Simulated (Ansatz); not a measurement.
## Electronic structure of BH3O2S···H2 in real space

Input

```
crystal:
  periodic: [false, false, false]
  atoms:
    - {symbol: B, position_ang: [-0.674721, 0.140313, -0.449584]}
    - {symbol: S, position_ang: [0.366983, 1.604348, -0.115161]}
    - {symbol: O, position_ang: [-1.844515, 0.292752, -1.121925]}
    - {symbol: O, position_ang: [-0.293909, -1.100734, -0.035132]}
    - {symbol: H, position_ang: [2.235615, -0.517873, 1.665955]}
    - {symbol: H, position_ang: [2.443439, -1.224953, 1.538593]}
    - {symbol: H, position_ang: [-0.467815, 2.480568, -0.692849]}
    - {symbol: H, position_ang: [-2.302098, -0.546065, -1.233645]}
    - {symbol: H, position_ang: [0.537121, -1.128354, 0.443946]}
basis:
  gaussian: {orbitals: def2-TZVPP}
hamiltonian: {xc: pbe0, dispersion: d4}
output: {orbitals: {seedname: orbitals}}
```

Command:

```sh
ansatz run in.yaml --threads 4 --pin off --events-out ev --progress --plain --max-ram 9574MiB
```

The reactant side of a reaction path; geometry: PBE0-D4/def2-TZVP.

Theory: RKS PBE0-D4/def2-TZVPP in Ansatz.

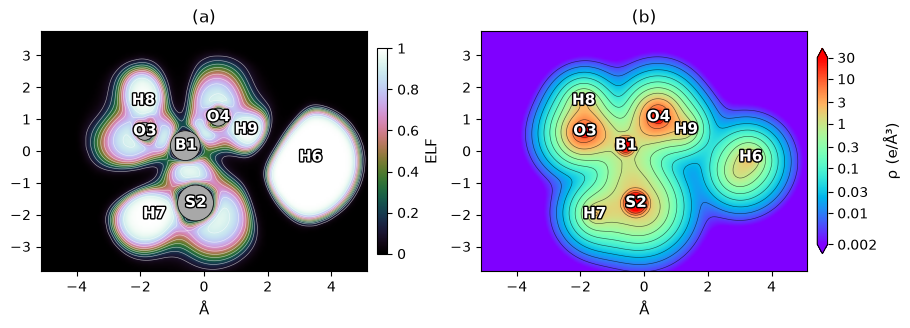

Figure 1. (a) electron localisation function; (b) electron density on the plane of atoms B1, O3 and H8. Grey discs cover the atomic cores in the ELF map.

> What does the map show?

- The plane passes through B, S, O and H nuclei.
- H6···H9 (2.20 Å): the density falls to about 0.05 e/Å³ on the way; the ELF dips to about 0 between them: a non-bonded, intermolecular contact.
- B–O (1.36 Å): ρ at the midpoint is about 2.2 e/Å³; the ELF peaks at about 0.90 between the atoms, as expected for a short, strongly polar bond.
- B–S (1.83 Å): the density is about 1.2 e/Å³ at the midpoint; the ELF peaks at about 0.95 between the atoms (localised, covalent bonding).
- O–H (0.96 Å): the density is about 3.8 e/Å³ at the midpoint; the ELF climbs to about 1 towards the hydrogen, as it does in any bond to H (an ordinary covalent bond to hydrogen).
- S–H (1.34 Å): ρ is about 1.5 e/Å³ halfway; the ELF climbs to about 1 towards the hydrogen.
- The ELF also peaks beside S2, O3 and O4, away from the bonds: lone-pair regions.

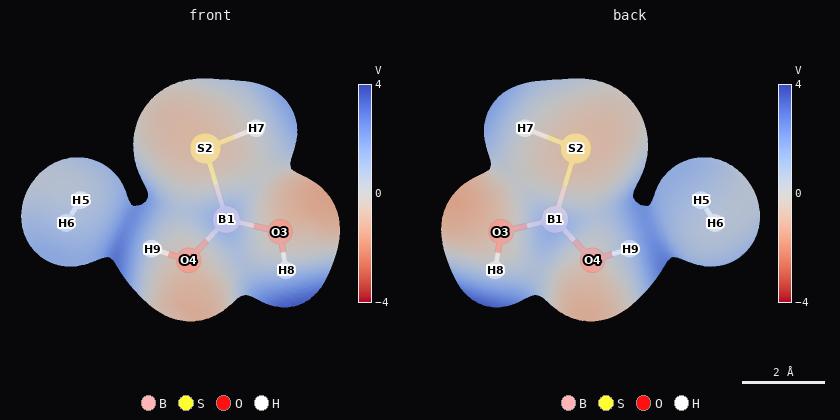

Figure 2. The molecular electrostatic potential painted on the density surface at 0.004 e/bohr³, seen from the front and from behind; red is negative and blue positive.

> Where is the surface potential most negative and most positive?

The most negative region (about −1.3 V) lies over O3, the most positive (about +3.4 V) over H8. O3 is the likeliest acceptor of a hydrogen bond.

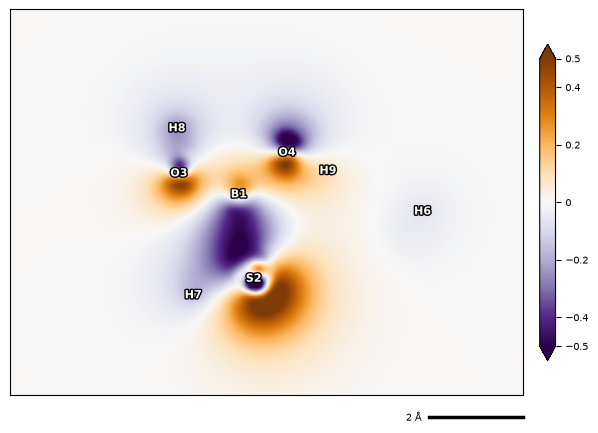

Figure 3. The HOMO−1 on the plane of atoms S2, B1 and O4 (values in Å⁻³ᐟ²; the overall sign is arbitrary).

> Describe this orbital and give its energy.

Its weight (Hirshfeld) is mainly on S2 (about 65 %), B1 (about 15 %), O4 (about 10 %) and O3 (about 5 %). Its energy is −9.41 eV.
